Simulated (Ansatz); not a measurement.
Nudged elastic band of GaH₃Cl₂O

GaH₃Cl₂O, computed with RKS PBE/def2-SVP (Ansatz 0.2.0).

It belongs to a series of runs on one base structure; here: band between the two ends. Figures and captions count atoms from 1; the log counts them from 0 in places.

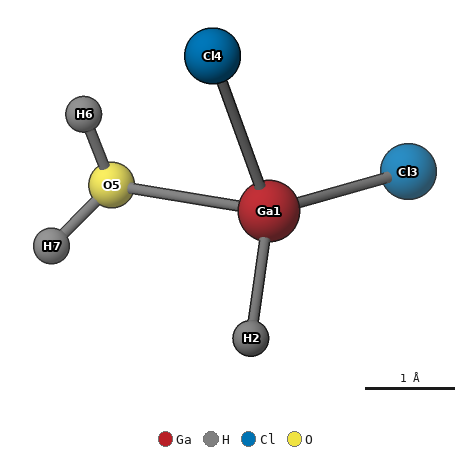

*The starting structure (ball-and-stick view, seen at a tilt; atoms are numbered from 1 in the order of the input). Sticks mark near contacts.*

**Key numbers**

```json
{"quantity": "outcome", "value": "converged"}
{"quantity": "barrier, forward", "value": "1.235 eV"}
{"quantity": "barrier, backward", "value": "0.693 eV"}
{"quantity": "hardware", "value": "2 threads of Arm Neoverse N1, 24 GiB of memory available, shared host"}
{"quantity": "wall time", "value": "3.3 min (CPU time 6.3 min)"}
{"quantity": "peak memory", "value": "0.15 GiB"}
```

**Notes**

The order of the saddle point was not checked.

**Input**
```yaml
crystal:
  periodic: [false, false, false]
  atoms:
    - { symbol: Ga, position_ang: [0.119194, 0.088425, 0.161531] }
    - { symbol: H, position_ang: [0.044911, 0.804536, 1.552066] }
    - { symbol: Cl, position_ang: [1.856979, 0.257763, -1.126101] }
    - { symbol: Cl, position_ang: [-1.762852, -0.328791, -0.93226] }
    - { symbol: O, position_ang: [0.147014, -1.990909, 0.696805] }
    - { symbol: H, position_ang: [-0.673378, -2.235068, 0.20472] }
    - { symbol: H, position_ang: [-0.059467, -2.143757, 1.640838] }
basis:
  gaussian: { orbitals: def2-SVP }
hamiltonian:
  xc: pbe
neb:
  order_check: false
  images: 7
  f_tol: 0.03
  max_iterations: 60
  spring: 20.0
  final_atoms:
    - { symbol: Ga, position_ang: [0.0659421, -0.6832789, -0.5085681] }
    - { symbol: H, position_ang: [-0.02528851, 0.22337751, 2.14451748] }
    - { symbol: Cl, position_ang: [1.85515806, 0.41215112, -0.92192968] }
    - { symbol: Cl, position_ang: [-1.85975226, 0.16804714, -0.95939118] }
    - { symbol: O, position_ang: [0.21942849, -2.35729646, 0.11253668] }
    - { symbol: H, position_ang: [-0.65999053, -2.76996857, 0.21642175] }
    - { symbol: H, position_ang: [0.07690366, -0.54083285, 2.11401205] }
  initial_path:
    images:
      - { positions_ang: [[0.119194, 0.088425, 0.161531], [0.044911, 0.804536, 1.552066], [1.856979, 0.257763, -1.126101], [-1.762852, -0.328791, -0.93226], [0.147014, -1.990909, 0.696805], [-0.673378, -2.235068, 0.20472], [-0.059467, -2.143757, 1.640838]] }
      - { positions_ang: [[0.08319987, 0.06728232, 0.12292786], [0.035185, 0.59983026, 1.64574596], [1.86678584, 0.2090771, -1.13040755], [-1.81756213, -0.25512976, -0.96970697], [0.14087795, -1.98842508, 0.68388221], [-0.60981321, -2.31960845, 0.16153917], [-0.02627232, -1.86082739, 1.68361833]] }
      - { positions_ang: [[0.04720574, 0.04613964, 0.08432472], [0.025459, 0.39512453, 1.73942592], [1.87659268, 0.1603912, -1.13471411], [-1.87227226, -0.18146853, -1.00715393], [0.1347419, -1.98594116, 0.67095941], [-0.54624841, -2.4041489, 0.11835834], [0.00692235, -1.57789778, 1.72639866]] }
      - { positions_ang: [[0.01121161, 0.02499697, 0.04572158], [0.015733, 0.19041879, 1.83310587], [1.88639953, 0.1117053, -1.13902066], [-1.9269824, -0.10780729, -1.0446009], [0.12860585, -1.98345724, 0.65803662], [-0.48268362, -2.48868935, 0.07517751], [0.04011703, -1.29496817, 1.76917898]] }
      - { positions_ang: [[-0.02478252, 0.00385429, 0.00711844], [0.006007, -0.01428695, 1.92678583], [1.89620637, 0.0630194, -1.14332721], [-1.98169253, -0.03414605, -1.08204787], [0.1224698, -1.98097332, 0.64511383], [-0.41911883, -2.5732298, 0.03199667], [0.07331171, -1.01203856, 1.81195931]] }
      - { positions_ang: [[-0.00210137, -0.16792901, -0.1218032], [-0.00181688, 0.04512917, 1.98121874], [1.88594429, 0.15030233, -1.08797783], [-1.95120746, 0.01640225, -1.0513837], [0.14670948, -2.07505411, 0.51196954], [-0.47933675, -2.62241449, 0.07810294], [0.0742097, -0.89423714, 1.8874725]] }
      - { positions_ang: [[0.02057979, -0.3397123, -0.25072483], [-0.00964076, 0.10454528, 2.03565166], [1.87568221, 0.23758526, -1.03262845], [-1.9207224, 0.06695055, -1.02071952], [0.17094915, -2.16913489, 0.37882525], [-0.53955468, -2.67159918, 0.12420921], [0.07510768, -0.77643571, 1.96298568]] }
      - { positions_ang: [[0.04326094, -0.5114956, -0.37964646], [-0.01746463, 0.16396139, 2.09008457], [1.86542013, 0.32486819, -0.97727907], [-1.89023733, 0.11749884, -0.99005535], [0.19518882, -2.26321568, 0.24568096], [-0.5997726, -2.72078387, 0.17031548], [0.07600567, -0.65863428, 2.03849886]] }
      - { positions_ang: [[0.0659421, -0.6832789, -0.5085681], [-0.02528851, 0.22337751, 2.14451748], [1.85515806, 0.41215112, -0.92192968], [-1.85975226, 0.16804714, -0.95939118], [0.21942849, -2.35729646, 0.11253668], [-0.65999053, -2.76996857, 0.21642175], [0.07690366, -0.54083285, 2.11401205]] }
```

Run as:
```bash
ansatz run input.yaml --threads 2 --pin off --max-ram 3072MiB --backend cpu --events-out ev --progress --plain --runs-dir out
```

**Output**
```
Engine: ansatz 0.2.0, aarch64-unknown-linux-gnu
Functional definition: PBE
  parameter kappa = 0.804
  parameter beta = 0.06672455060314922
  exchange = pbe_x(kappa = kappa, mu = beta*pi^2/3)
  correlation = pbe_c(beta = beta)
1062 factors; their error is unknown
mean field evaluation 1: about -79481.2207 eV, gradient 5.5e1 eV
mean field evaluation 2: about -79467.6712 eV, gradient 1.0e2 eV
mean field evaluation 4: about -79486.0976 eV, gradient 5.0e0 eV
mean field evaluation 8: about -79486.1357 eV, gradient 2.4e-1 eV
mean field evaluation 16: about -79486.0833 eV, gradient 5.9e-5 eV
mean field -79486.08326270 eV, -2921.0596823021 hartree, gradient 5.9e-5 eV, S^2 0.000000; 0 other end points of the search recorded, 0 dependent functions left out
the calculation of the forces begins
reference -79486.08329961 eV, -2921.0596836585 hartree; 38, 38 occupied and 59, 59 virtual orbitals, 1062 factors
1062 factors; their error is unknown
mean field evaluation 32: about -79485.5417 eV, gradient 1.1e-3 eV
mean field -79485.54165840 eV, -2921.0397787110 hartree, gradient 5.4e-5 eV, S^2 0.000000; 0 other end points of the search recorded, 0 dependent functions left out
[... from here on the field's lines of each further geometry are left out, up to the last ...]
NEB iter   1: max|band force component| = 4.498e0 eV/Å  barrier→ = 2.3054 eV  barrier← = 1.7638 eV  Δτ_max = 0.2000 Å  (244 SCF iters)
NEB iter   2: max|band force component| = 2.585e0 eV/Å  barrier→ = 1.5605 eV  barrier← = 1.0189 eV  Δτ_max = 0.2000 Å  (221 SCF iters)
NEB iter   3: max|band force component| = 2.272e0 eV/Å  barrier→ = 1.2937 eV  barrier← = 0.7521 eV  Δτ_max = 0.1851 Å  (199 SCF iters)
NEB iter   4: max|band force component| = 9.747e-1 eV/Å  barrier→ = 1.1638 eV  barrier← = 0.6222 eV  Δτ_max = 0.0783 Å  (198 SCF iters)
NEB iter   5: max|band force component| = 5.817e-1 eV/Å  barrier→ = 1.1548 eV  barrier← = 0.6132 eV  CI = image 5  Δτ_max = 0.1624 Å  (189 SCF iters)
NEB iter   6: max|band force component| = 1.073e0 eV/Å  barrier→ = 1.2749 eV  barrier← = 0.7333 eV  CI = image 5  Δτ_max = 0.0772 Å  (199 SCF iters)
NEB iter   7: max|band force component| = 2.951e-1 eV/Å  barrier→ = 1.2365 eV  barrier← = 0.6949 eV  CI = image 5  Δτ_max = 0.0210 Å  (184 SCF iters)
NEB iter   8: max|band force component| = 6.812e-2 eV/Å  barrier→ = 1.2356 eV  barrier← = 0.6940 eV  CI = image 5  Δτ_max = 0.0178 Å  (192 SCF iters)
NEB iter   9: max|band force component| = 5.190e-2 eV/Å  barrier→ = 1.2353 eV  barrier← = 0.6937 eV  CI = image 5  Δτ_max = 0.0075 Å  (189 SCF iters)
the calculation of the forces begins
reference -79485.50208369 eV, -2921.0383243670 hartree; 38, 38 occupied and 59, 59 virtual orbitals, 1062 factors
1062 factors; their error is unknown
mean field evaluation 704: about -79484.8482 eV, gradient 1.1e-1 eV
mean field -79484.84821380 eV, -2921.0142950921 hartree, gradient 6.6e-6 eV, S^2 0.000000; 1 other end points of the search recorded, 0 dependent functions left out
the calculation of the forces begins
reference -79484.84825045 eV, -2921.0142964390 hartree; 38, 38 occupied and 59, 59 virtual orbitals, 1062 factors
NEB iter  10: max|band force component| = 2.549e-2 eV/Å  barrier→ = 1.2350 eV  barrier← = 0.6934 eV  CI = image 5  Δτ_max = 0.0000 Å  (376 SCF iters)
```

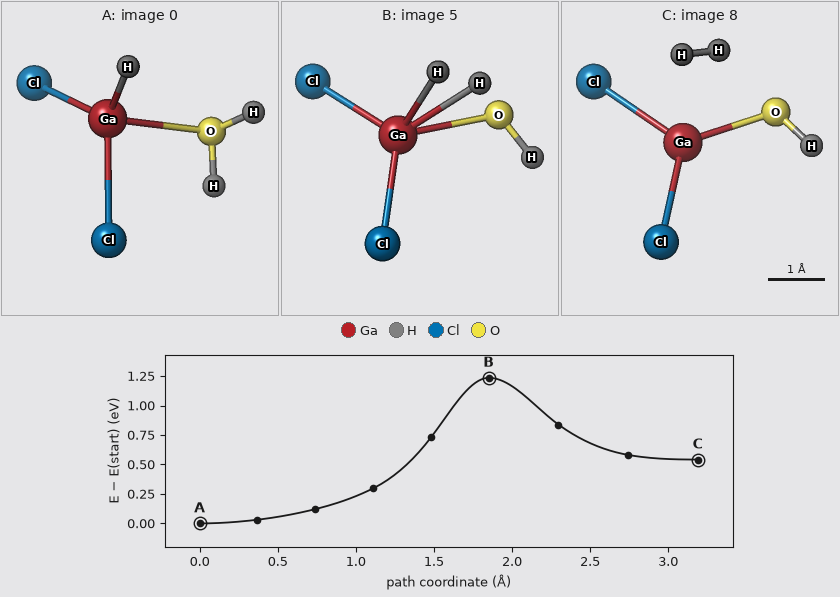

*Images of the last band (counted from 0; ball-and-stick, seen at a tilt) above the energy along the path; the line is a cubic interpolation that uses the forces.*

The highest image is number 5, 1.235 eV above the start and 0.693 eV above the end (the climbing image); the end lies 0.542 eV above the start. The path is 3.19 Å long. The band converged in 10 iterations.

```
Total energy: -79484.84825045 eV, -2921.0142964390 hartree
Atom 0 at     0.059917    -0.304879    -0.151277 Å, force     0.007186    -0.005951     0.003905 eV/Å
Atom 1 at     0.020735    -0.082559     1.669792 Å, force    -0.000975     0.000365     0.002381 eV/Å
Atom 2 at     1.880357     0.460906    -0.995715 Å, force     0.000300    -0.000303     0.000184 eV/Å
Atom 3 at    -1.870886     0.151255    -0.998582 Å, force    -0.000421     0.000080    -0.001069 eV/Å
Atom 4 at     0.175561    -2.071267     0.638005 Å, force    -0.017243     0.019540    -0.013394 eV/Å
Atom 5 at    -0.613875    -2.633206     0.494743 Å, force     0.008421    -0.010259     0.008924 eV/Å
Atom 6 at     0.020593    -1.068051     1.540633 Å, force     0.002733    -0.003471    -0.000932 eV/Å
Dipole moment:    -0.241699    -0.329715     0.280663 e Å
this run last wrote the band of iteration 10 to [file]
```

**The last band as extended XYZ (Å, eV, eV/Å)**
```
7
Properties=species:S:1:pos:R:3:forces:R:3 image=0 energy=-79486.08326
Ga    0.1192    0.0884    0.1615   -0.0025  -0.0026  -0.0004
H     0.0449    0.8045    1.5521    0.0000  -0.0004   0.0005
Cl    1.8570    0.2578   -1.1261    0.0012   0.0008  -0.0010
Cl   -1.7629   -0.3288   -0.9323    0.0001   0.0015   0.0006
O     0.1470   -1.9909    0.6968    0.0177   0.0035   0.0018
H    -0.6734   -2.2351    0.2047   -0.0119  -0.0036  -0.0045
H    -0.0595   -2.1438    1.6408   -0.0047   0.0010   0.0030
7
Properties=species:S:1:pos:R:3:forces:R:3 image=1 energy=-79486.05196
Ga    0.0857    0.0726    0.1061    0.0059   0.0140   0.0241
H     0.0307    0.6391    1.5680    0.0048   0.0857  -0.0005
Cl    1.8583    0.2999   -1.1261   -0.0041  -0.0205  -0.0045
Cl   -1.7848   -0.1615   -1.0229    0.0103  -0.0597   0.0236
O     0.1453   -1.9993    0.6944   -0.0030   0.0113   0.0001
H    -0.6660   -2.4021    0.3155   -0.0072   0.0546  -0.0527
H     0.0034   -1.9965    1.6627   -0.0067  -0.0855   0.0098
7
Properties=species:S:1:pos:R:3:forces:R:3 image=2 energy=-79485.96205
Ga    0.0640    0.0420    0.0504    0.0014   0.0539   0.0536
H     0.0207    0.4417    1.5728    0.0076   0.1952   0.0060
Cl    1.8624    0.3548   -1.1210   -0.0191  -0.0398  -0.0280
Cl   -1.8129   -0.0266   -1.0684    0.0259  -0.0748   0.0024
O     0.1576   -2.0253    0.6918   -0.0187   0.0258  -0.0118
H    -0.6426   -2.5297    0.4349   -0.0092   0.0510  -0.0961
H     0.0233   -1.8047    1.6371    0.0121  -0.2113   0.0739
7
Properties=species:S:1:pos:R:3:forces:R:3 image=3 energy=-79485.78610
Ga    0.0578   -0.0163   -0.0052   -0.0024   0.2480   0.1412
H     0.0163    0.2266    1.5689    0.0019   0.3485  -0.0381
Cl    1.8780    0.4046   -1.0937   -0.0176  -0.0469  -0.0880
Cl   -1.8439    0.0573   -1.0632    0.0450  -0.0873  -0.0530
O     0.1772   -2.0541    0.7011   -0.0096  -0.0172  -0.0434
H    -0.6283   -2.5868    0.5365   -0.0231   0.0264  -0.0477
H     0.0152   -1.5791    1.5532    0.0057  -0.4715   0.1290
7
Properties=species:S:1:pos:R:3:forces:R:3 image=4 energy=-79485.35439
Ga    0.0575   -0.1482   -0.0745    0.0028   0.7962   0.4336
H     0.0199    0.0315    1.5932   -0.0180   0.5358  -0.3504
Cl    1.8860    0.4378   -1.0447    0.0522  -0.0569  -0.1670
Cl   -1.8712    0.1144   -1.0247    0.0104  -0.1199  -0.1168
O     0.1806   -2.0489    0.7140    0.0049   0.1131   0.3218
H    -0.6147   -2.6028    0.5554   -0.0054   0.1370   0.2242
H     0.0143   -1.3316    1.4790   -0.0469  -1.4052  -0.3455
7
Properties=species:S:1:pos:R:3:forces:R:3 image=5 energy=-79484.84821
Ga    0.0599   -0.3049   -0.1513    0.0072  -0.0060   0.0039
H     0.0207   -0.0826    1.6698   -0.0010   0.0004   0.0024
Cl    1.8804    0.4609   -0.9957    0.0003  -0.0003   0.0002
Cl   -1.8709    0.1513   -0.9986   -0.0004   0.0001  -0.0011
O     0.1756   -2.0713    0.6380   -0.0172   0.0195  -0.0134
H    -0.6139   -2.6332    0.4947    0.0084  -0.0103   0.0089
H     0.0206   -1.0681    1.5406    0.0027  -0.0035  -0.0009
7
Properties=species:S:1:pos:R:3:forces:R:3 image=6 energy=-79485.24464
Ga    0.0624   -0.4953   -0.2815    0.0060  -0.4331  -0.2974
H     0.0118   -0.0483    1.8054   -0.0130   0.1056   0.2871
Cl    1.8604    0.4766   -0.9340   -0.0537   0.0125   0.1039
Cl   -1.8632    0.1863   -0.9702    0.0084   0.0457   0.0519
O     0.2059   -2.1660    0.4588    0.0598  -0.1925  -0.3838
H    -0.6376   -2.6553    0.4255   -0.0406  -0.0537  -0.1085
H     0.0328   -0.8458    1.6936    0.0331   0.5155   0.3468
7
Properties=species:S:1:pos:R:3:forces:R:3 image=7 energy=-79485.50205
Ga    0.0657   -0.6185   -0.4190    0.0029  -0.0696  -0.0758
H    -0.0042    0.0772    1.9724   -0.0085   0.0743   0.0891
Cl    1.8504    0.4629   -0.8985   -0.0069  -0.0088   0.0159
Cl   -1.8585    0.1910   -0.9527    0.0013  -0.0020   0.0088
O     0.2233   -2.2787    0.2561    0.0048  -0.0570  -0.1108
H    -0.6557   -2.6915    0.3597   -0.0052  -0.0236  -0.0301
H     0.0514   -0.6903    1.8796    0.0116   0.0867   0.1029
7
Properties=species:S:1:pos:R:3:forces:R:3 image=8 energy=-79485.54166
Ga    0.0659   -0.6833   -0.5086   -0.0143  -0.0287   0.0125
H    -0.0253    0.2234    2.1445    0.0033  -0.0250  -0.0065
Cl    1.8552    0.4122   -0.9219    0.0144   0.0069  -0.0041
Cl   -1.8598    0.1680   -0.9594   -0.0022   0.0013  -0.0011
O     0.2194   -2.3573    0.1125   -0.0056   0.0165  -0.0041
H    -0.6600   -2.7700    0.2164    0.0076   0.0068  -0.0036
H     0.0769   -0.5408    2.1140   -0.0032   0.0223   0.0069
```
